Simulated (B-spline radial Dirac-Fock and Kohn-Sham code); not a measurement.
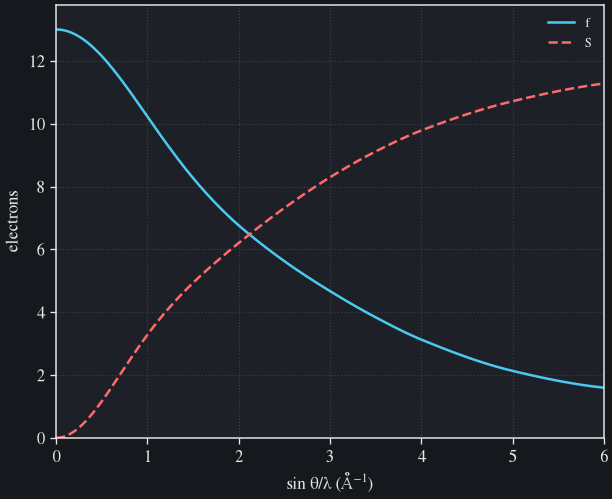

The X-ray form factor f and the incoherent scattering function S against sin θ/λ. The calculation used the spherical Dirac–Fock density (average of configuration), S by Waller and Hartree (a B-spline radial code).

Question: The nuclear charge is 47. What is the species?

Answer: Ag³⁴⁺: f(0) = 13 electrons, so the charge is 47 − 13 = +34.
